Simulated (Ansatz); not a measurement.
**TiNH4Cl3O: geometry relaxation (part 2 of 2)**

The same run, continued: TiNH4Cl3O; RKS PBE0/def2-SVP (Ansatz 0.2.0). The input holds or restrains some coordinates. It belongs to a series of runs on one base structure; here: pulled along the bonds that form and break, towards end A.

Geometry of the input (Å):
```
Ti 0.0000  0.0000  0.0000
N  0.0000  0.0000  2.4100
H  -0.8770  -0.2713  2.9400
H  0.8770  0.2713  2.9400
Cl 2.2349  0.0000  -0.7892
Cl -1.1163  1.9339  -0.7892
Cl -1.1163  -1.9339  -0.7892
O  1.1587  -1.7595  0.7000
H  0.5923  -2.5915  0.6155
H  0.7357  -1.1172  1.9025
```

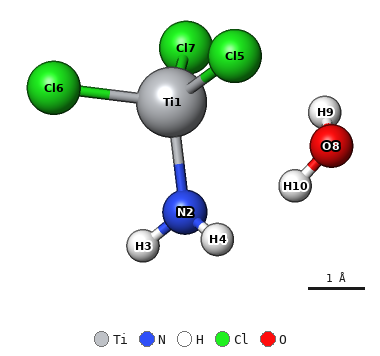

Figure 1. The geometry at step 14 of the log (ball-and-stick view, seen at a tilt; atoms are numbered from 1 in the order of the input).

### Trajectory as extended XYZ, continued
```
10
Properties=species:S:1:pos:R:3:forces:R:3 step=4 energy=-64250.93543
Ti   -0.1341    0.2543    0.1355    2.3714  -3.0590   1.4623
N    -0.1339    0.2649    2.2336    0.9848  -0.9025  -0.5871
H    -0.8281   -0.2241    2.8692    0.5895   0.8077  -1.2500
H     0.7651    0.2777    2.8454   -1.6827   0.2748  -1.6553
Cl    2.0799    0.0743   -0.7536   -2.3234   0.9081   0.7607
Cl   -1.1142    1.9227   -0.7759   -0.1646   0.1675   0.0574
Cl   -1.1011   -1.7930   -0.7485    0.3515   2.0222   0.7657
O     1.3762   -2.1123    1.0162   -0.8601  -0.6337  -0.3453
H     0.5981   -2.5886    0.6318    0.9100   0.5323   0.4815
H     0.9812   -1.5441    1.6868   -0.1763  -0.1175   0.3100
10
Properties=species:S:1:pos:R:3:forces:R:3 step=5 energy=-64252.05043
Ti   -0.0928    0.2175    0.1378    0.5758  -1.1807   1.6809
N    -0.1271    0.2506    2.1517    0.6895  -0.7336  -0.6580
H    -0.8364   -0.1799    2.7898    0.3248   0.5264  -0.9905
H     0.7323    0.3172    2.7644   -0.9199   0.2178  -1.1230
Cl    1.9314    0.1631   -0.7030   -0.6379   0.4283   0.2929
Cl   -1.1121    1.9068   -0.7523   -0.0600   0.0285   0.1389
Cl   -1.0914   -1.6382   -0.6849    0.0789   0.8838   0.3786
O     1.4360   -2.2755    1.1041   -1.5936  -0.0937  -0.3704
H     0.6232   -2.6002    0.6236    1.3329   0.2999   0.6760
H     1.0258   -1.6296    1.7092    0.2094  -0.3766  -0.0254
10
Properties=species:S:1:pos:R:3:forces:R:3 step=6 energy=-64252.33736
Ti   -0.0357    0.1963    0.0894    0.1285  -0.5124   2.4980
N    -0.0639    0.2284    2.0893    0.3551  -0.3372  -1.5496
H    -0.8157   -0.1550    2.6792    0.0844   0.2662  -0.4705
H     0.7382    0.4304    2.7149   -0.4329   0.0364  -0.6935
Cl    2.0229    0.2956   -0.5847   -0.2938   0.2378  -0.0356
Cl   -1.2057    1.8438   -0.7068    0.1128   0.0471   0.0683
Cl   -1.1682   -1.5871   -0.5867    0.0963   0.3146   0.0630
O     1.4129   -2.3430    1.1093   -1.1270   0.3677   0.0282
H     0.6351   -2.6269    0.5836    0.6906  -0.0217   0.3401
H     0.9691   -1.7507    1.7529    0.3860  -0.3985  -0.2483
10
Properties=species:S:1:pos:R:3:forces:R:3 step=7 energy=-64252.45611
Ti   -0.0067    0.1945    0.0861    0.2253  -0.3513   2.4625
N    -0.0245    0.1987    2.0751    0.0279  -0.1814  -1.7883
H    -0.8346   -0.0520    2.6564    0.1807   0.1898  -0.3778
H     0.7618    0.4478    2.6894   -0.2189   0.0051  -0.4206
Cl    2.0112    0.4819   -0.6552   -0.2257   0.0371   0.0553
Cl   -1.2253    1.8332   -0.6531    0.0469   0.0093   0.0814
Cl   -1.0899   -1.5985   -0.6056   -0.0726   0.1833  -0.0658
O     1.3745   -2.3854    1.1278   -0.8634   0.4260   0.2355
H     0.6217   -2.7444    0.6217    0.4878   0.0667   0.2327
H     0.9008   -1.8441    1.7979    0.4120  -0.3846  -0.4149
10
Properties=species:S:1:pos:R:3:forces:R:3 step=8 energy=-64252.54550
Ti    0.0175    0.1352    0.0659   -0.0248   0.0914   2.6128
N    -0.0102    0.1377    2.0440    0.0495  -0.2097  -2.2641
H    -0.8715    0.0977    2.5881    0.0306   0.0847  -0.0669
H     0.7582    0.5222    2.5913    0.0014   0.0094  -0.0176
Cl    1.9854    0.5836   -0.6976    0.0597  -0.0571  -0.0211
Cl   -1.2196    1.8437   -0.4543    0.0088  -0.0398  -0.0552
Cl   -1.1004   -1.5819   -0.7029   -0.0638  -0.0984  -0.0972
O     1.3799   -2.4295    1.1883   -0.4023   0.6666   0.4705
H     0.6909   -2.8381    0.6539   -0.0658  -0.1088  -0.0317
H     0.8588   -1.9387    1.8638    0.4067  -0.3383  -0.5294
10
Properties=species:S:1:pos:R:3:forces:R:3 step=9 energy=-64252.55684
Ti   -0.0210    0.1422    0.0898    0.0875  -0.2326   2.3574
N    -0.0506    0.0914    2.0717   -0.0771   0.0871  -2.1002
H    -0.9173    0.2799    2.5839    0.1640  -0.0571  -0.1427
H     0.7493    0.4403    2.6008    0.0119  -0.0206  -0.0407
Cl    1.9661    0.4998   -0.6747   -0.0039   0.0141  -0.0010
Cl   -1.2191    1.8700   -0.4505    0.0074  -0.0243   0.0071
Cl   -1.1201   -1.5721   -0.7220   -0.0315  -0.0116  -0.0363
O     1.4349   -2.3983    1.1465   -0.5112   0.6249   0.4646
H     0.7598   -2.8830    0.6564   -0.0028  -0.0220   0.0148
H     0.9071   -1.9383    1.8386    0.3555  -0.3580  -0.5230
10
Properties=species:S:1:pos:R:3:forces:R:3 step=10 energy=-64252.56316
Ti   -0.0252    0.1435    0.0837    0.1005  -0.2175   2.4041
N    -0.0498    0.0908    2.0655   -0.1052   0.0296  -2.2356
H    -0.9058    0.3004    2.5819    0.0766  -0.0243  -0.0795
H     0.7649    0.4010    2.5907    0.0986   0.0205   0.0274
Cl    1.9600    0.5112   -0.6806    0.0031   0.0046  -0.0109
Cl   -1.2289    1.8702   -0.4469    0.0039  -0.0254   0.0058
Cl   -1.1206   -1.5706   -0.7333   -0.0215  -0.0275  -0.0373
O     1.4329   -2.3822    1.1683   -0.4114   0.5699   0.4055
H     0.7849   -2.8780    0.6572   -0.0619  -0.0866  -0.0598
H     0.8765   -1.9545    1.8539    0.3173  -0.2433  -0.4197
10
Properties=species:S:1:pos:R:3:forces:R:3 step=11 energy=-64252.56536
Ti   -0.0270    0.1450    0.0813    0.0865  -0.2101   2.4173
N    -0.0519    0.0927    2.0629   -0.1259  -0.0176  -2.3450
H    -0.8955    0.3279    2.5839   -0.0138  -0.0039  -0.0374
H     0.7737    0.3656    2.5861    0.2095   0.0526   0.0897
Cl    1.9559    0.5212   -0.6845    0.0064  -0.0015  -0.0132
Cl   -1.2394    1.8670   -0.4452    0.0078  -0.0328   0.0083
Cl   -1.1140   -1.5733   -0.7404   -0.0144  -0.0268  -0.0369
O     1.4307   -2.3741    1.1807   -0.3749   0.5688   0.3998
H     0.8011   -2.8785    0.6568   -0.0901  -0.1130  -0.0943
H     0.8556   -1.9618    1.8589    0.3088  -0.2156  -0.3883
10
Properties=species:S:1:pos:R:3:forces:R:3 step=12 energy=-64252.56566
Ti   -0.0290    0.1452    0.0799    0.0857  -0.2093   2.4232
N    -0.0528    0.0938    2.0616   -0.1459  -0.0375  -2.3910
H    -0.8918    0.3375    2.5847   -0.0367   0.0056  -0.0219
H     0.7773    0.3515    2.5833    0.2497   0.0645   0.1172
Cl    1.9525    0.5251   -0.6878    0.0079  -0.0030  -0.0139
Cl   -1.2456    1.8644   -0.4452    0.0076  -0.0333   0.0089
Cl   -1.1111   -1.5754   -0.7444   -0.0114  -0.0264  -0.0346
O     1.4312   -2.3691    1.1865   -0.3750   0.5649   0.3987
H     0.8085   -2.8778    0.6588   -0.0919  -0.1148  -0.0985
H     0.8497   -1.9633    1.8630    0.3099  -0.2107  -0.3881
10
Properties=species:S:1:pos:R:3:forces:R:3 step=13 energy=-64252.55064 accepted=F
Ti   -0.0524    0.1537    0.0684    0.0534  -0.2515   2.4700
N    -0.0663    0.0984    2.0509   -0.0911   0.2566  -1.9134
H    -0.8489    0.5000    2.5913    0.5258  -0.2094  -0.2734
H     0.8293    0.1656    2.5533   -0.4038   0.0250  -0.1447
Cl    1.9169    0.5607   -0.7174    0.0283  -0.0085  -0.0304
Cl   -1.3111    1.8492   -0.4335    0.0236  -0.0477   0.0271
Cl   -1.0820   -1.5881   -0.7915    0.0368  -0.0058   0.0021
O     1.4357   -2.3061    1.2577   -1.2308   0.2748   0.3631
H     0.9311   -2.8906    0.6628    0.2664   0.2886   0.2761
H     0.7367   -2.0110    1.8985    0.7914  -0.3222  -0.7765
10
Properties=species:S:1:pos:R:3:forces:R:3 step=14 energy=-64252.57003
Ti   -0.0270    0.1576    0.0808    0.0694  -0.2356   2.4403
N    -0.0523    0.1001    2.0621    0.0274   0.0153  -2.3269
H    -0.8650    0.4099    2.5912   -0.0202   0.0211  -0.0032
H     0.8073    0.2721    2.5808    0.0460   0.0031   0.0167
Cl    1.9544    0.5368   -0.6880    0.0104  -0.0014  -0.0181
Cl   -1.2554    1.8726   -0.4292    0.0158  -0.0350   0.0099
Cl   -1.0902   -1.5648   -0.7692   -0.0022  -0.0170  -0.0233
O     1.4086   -2.3589    1.2146   -0.6258   0.4986   0.3868
H     0.8500   -2.8957    0.6395    0.0161  -0.0203  -0.0231
H     0.7585   -1.9979    1.8578    0.4630  -0.2288  -0.4592
10
Properties=species:S:1:pos:R:3:forces:R:3 step=15 energy=-64252.56074 accepted=F
Ti   -0.0358    0.1626    0.0801    0.0462  -0.2500   2.4404
N    -0.0552    0.1115    2.0616    0.2162   0.0577  -2.1800
H    -0.8331    0.4913    2.6016    0.1044  -0.0077  -0.0383
H     0.8337    0.1863    2.5697   -0.2849  -0.0181  -0.1236
Cl    1.9343    0.5523   -0.7138    0.0193   0.0018  -0.0137
Cl   -1.2948    1.8570   -0.4218    0.0260  -0.0380   0.0172
Cl   -1.0624   -1.5769   -0.7885    0.0171  -0.0004   0.0065
O     1.4030   -2.3281    1.2644   -1.2781   0.2929   0.2748
H     0.9337   -2.9011    0.6296    0.2556   0.3100   0.3371
H     0.6657   -2.0232    1.8576    0.8782  -0.3484  -0.7205
10
Properties=species:S:1:pos:R:3:forces:R:3 step=16 energy=-64252.57059
Ti   -0.0313    0.1598    0.0826    0.0746  -0.2627   2.4122
N    -0.0542    0.1042    2.0641    0.0354   0.0263  -2.3164
H    -0.8491    0.4548    2.5958    0.0162   0.0135  -0.0086
H     0.8182    0.2316    2.5765   -0.0030  -0.0048   0.0071
Cl    1.9432    0.5437   -0.7033    0.0066   0.0032  -0.0070
Cl   -1.2761    1.8631   -0.4221    0.0136  -0.0264   0.0115
Cl   -1.0703   -1.5714   -0.7843    0.0032  -0.0032  -0.0018
O     1.4051   -2.3461    1.2365   -0.8051   0.4454   0.3542
H     0.8854   -2.8997    0.6368    0.0871   0.0708   0.0695
H     0.7183   -2.0082    1.8578    0.5713  -0.2621  -0.5207
10
Properties=species:S:1:pos:R:3:forces:R:3 step=17 energy=-64252.57001
Ti   -0.0353    0.1605    0.0793    0.0829  -0.2791   2.4457
N    -0.0546    0.1044    2.0612    0.0476   0.0762  -2.2538
H    -0.8302    0.4981    2.5946    0.0861  -0.0142  -0.0392
H     0.8286    0.1869    2.5689   -0.1010  -0.0157  -0.0387
Cl    1.9343    0.5530   -0.7163    0.0084   0.0005  -0.0083
Cl   -1.2947    1.8547   -0.4129    0.0057  -0.0138   0.0047
Cl   -1.0581   -1.5798   -0.7911    0.0116  -0.0023   0.0015
O     1.3997   -2.3312    1.2660   -0.9315   0.3983   0.3171
H     0.9269   -2.8888    0.6297    0.1130   0.1175   0.1357
H     0.6725   -2.0260    1.8610    0.6771  -0.2674  -0.5649
10
Properties=species:S:1:pos:R:3:forces:R:3 step=18 energy=-64252.57095
Ti   -0.0436    0.1660    0.0840    0.0967  -0.3023   2.4131
N    -0.0620    0.1102    2.0658    0.0729   0.1115  -2.2153
H    -0.8048    0.5665    2.5990    0.1410  -0.0666  -0.0633
H     0.8289    0.1250    2.5700   -0.1706  -0.0022  -0.0663
Cl    1.9221    0.5550   -0.7248    0.0065   0.0097  -0.0007
Cl   -1.3145    1.8501   -0.4087    0.0033  -0.0090   0.0111
Cl   -1.0374   -1.5886   -0.7931    0.0009   0.0074   0.0073
O     1.3954   -2.3174    1.2833   -1.0310   0.3629   0.2640
H     0.9801   -2.9044    0.6317    0.1267   0.1801   0.1803
H     0.6248   -2.0306    1.8331    0.7537  -0.2914  -0.5302
10
Properties=species:S:1:pos:R:3:forces:R:3 step=19 energy=-64252.58395
Ti   -0.0495    0.1717    0.0689    0.1091  -0.2672   2.5040
N    -0.0610    0.1111    2.0494    0.0425   0.0746  -2.3192
H    -0.7507    0.6171    2.6020    0.0165   0.0025  -0.0213
H     0.8239    0.0146    2.5488   -0.0384   0.0012  -0.0309
Cl    1.9104    0.5731   -0.7537    0.0054  -0.0035  -0.0025
Cl   -1.3353    1.8523   -0.3870   -0.0036   0.0003  -0.0052
Cl   -1.0272   -1.5852   -0.8189    0.0088  -0.0216   0.0050
O     1.3737   -2.2834    1.3395   -0.8112   0.3799   0.2416
H     1.0507   -2.8861    0.6576    0.0229   0.0369   0.0311
H     0.5540   -2.0534    1.8337    0.6479  -0.2029  -0.4026
10
Properties=species:S:1:pos:R:3:forces:R:3 step=20 energy=-64252.55831 accepted=F
Ti   -0.0619    0.1899    0.0642    0.1509  -0.3011   2.5850
N    -0.0602    0.1223    2.0423    0.4122   0.1292  -1.9103
H    -0.6548    0.7250    2.6204    0.1997  -0.1878  -0.1857
H     0.8148   -0.1487    2.5282   -0.6189   0.2178  -0.3445
Cl    1.8916    0.5845   -0.7865   -0.0049   0.0148   0.0144
Cl   -1.3785    1.8501   -0.3706   -0.0042  -0.0020  -0.0173
Cl   -0.9641   -1.6148   -0.8112   -0.0362  -0.0023  -0.0144
O     1.3257   -2.2444    1.4173   -1.5140  -0.0452  -0.2088
H     1.1701   -2.8503    0.6612    0.0773   0.5234   0.6654
H     0.4064   -2.0817    1.7750    1.3380  -0.3467  -0.5837
10
Properties=species:S:1:pos:R:3:forces:R:3 step=21 energy=-64252.58538
Ti   -0.0540    0.1742    0.0733    0.1166  -0.2749   2.5142
N    -0.0584    0.1088    2.0524    0.0014   0.1797  -2.2983
H    -0.7043    0.6690    2.6085    0.0527  -0.0462  -0.0520
H     0.8269   -0.0429    2.5388   -0.0642  -0.0047  -0.0405
Cl    1.9056    0.5799   -0.7516   -0.0009  -0.0081  -0.0010
Cl   -1.3538    1.8406   -0.3938    0.0039  -0.0080   0.0105
Cl   -1.0016   -1.6077   -0.8012    0.0058  -0.0123  -0.0080
O     1.3497   -2.2753    1.3785   -0.9913   0.2370   0.0164
H     1.0967   -2.8429    0.6327    0.0778   0.1721   0.2515
H     0.4822   -2.0720    1.8029    0.7982  -0.2346  -0.3928
10
Properties=species:S:1:pos:R:3:forces:R:3 step=22 energy=-64252.58777
Ti   -0.0604    0.1852    0.0697    0.1395  -0.3442   2.5152
N    -0.0635    0.1143    2.0487    0.0387   0.1405  -2.3406
H    -0.6946    0.6847    2.6088    0.0121  -0.0174  -0.0205
H     0.8155   -0.0681    2.5347   -0.0437   0.0097  -0.0334
Cl    1.9017    0.5774   -0.7557   -0.0056   0.0189  -0.0014
Cl   -1.3643    1.8525   -0.3807   -0.0003  -0.0016  -0.0064
Cl   -0.9879   -1.6056   -0.8088   -0.0188   0.0151  -0.0074
O     1.3507   -2.2632    1.3689   -0.9039   0.2212   0.0686
H     1.1078   -2.8813    0.6628    0.0720   0.1719   0.1708
H     0.4841   -2.0642    1.7921    0.7099  -0.2141  -0.3449
10
Properties=species:S:1:pos:R:3:forces:R:3 step=23 energy=-64252.59056
Ti   -0.0597    0.1812    0.0690    0.1214  -0.3022   2.5284
N    -0.0565    0.1156    2.0478   -0.0258   0.1177  -2.4374
H    -0.6795    0.6918    2.6095    0.0104   0.0018   0.0137
H     0.8191   -0.0914    2.5269   -0.0001   0.0139   0.0165
Cl    1.8987    0.5864   -0.7584    0.0088   0.0042  -0.0066
Cl   -1.3681    1.8441   -0.3818   -0.0004   0.0012   0.0006
Cl   -0.9889   -1.6069   -0.8157    0.0034   0.0055   0.0083
O     1.3398   -2.2625    1.3898   -0.8070   0.3836   0.2096
H     1.1217   -2.8556    0.6614   -0.0061  -0.0057  -0.0038
H     0.4624   -2.0708    1.7919    0.6955  -0.2200  -0.3294
```

### Key numbers

```tsv
quantity	value
outcome	converged under the restraints of the input
total energy	−64252.5906 eV
mean-field energy	−64252.5906 eV
largest force (length of the vector) at the end, held atoms and coordinates included	2.549 eV/Å
wall time	88 s (CPU time 5.6 min)
peak memory	0.41 GiB
```
